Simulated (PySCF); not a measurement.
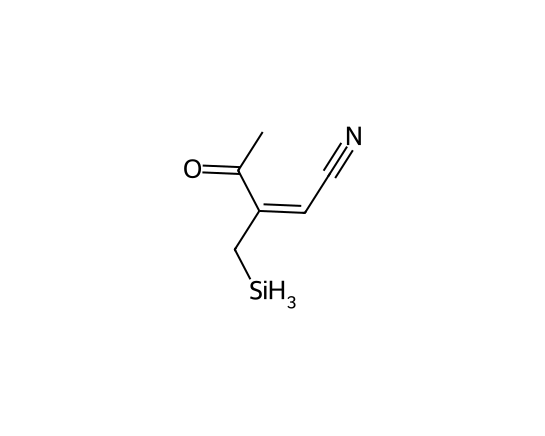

The computed structure is the end point of a GFN2-xTB optimisation. No frequency run is at hand to confirm it as a minimum. Properties computed with PBE0/pcSseg-1, gas phase (PySCF 2.14.0).

Predict the main results.

The species is C₆H₉NOSi (`CC(=O)/C(=C\C#N)C[SiH3]`).
- dipole moment: 3.43 D
- HOMO energy (Kohn–Sham orbital): −7.91 eV
- LUMO energy (Kohn–Sham orbital): −2.56 eV
- HOMO–LUMO gap: 5.35 eV

The geometry is semi-empirical. Around Si such bond lengths and angles can be off by a tenth of an ångström or more and by several degrees, and values that hang on the shape move with them.
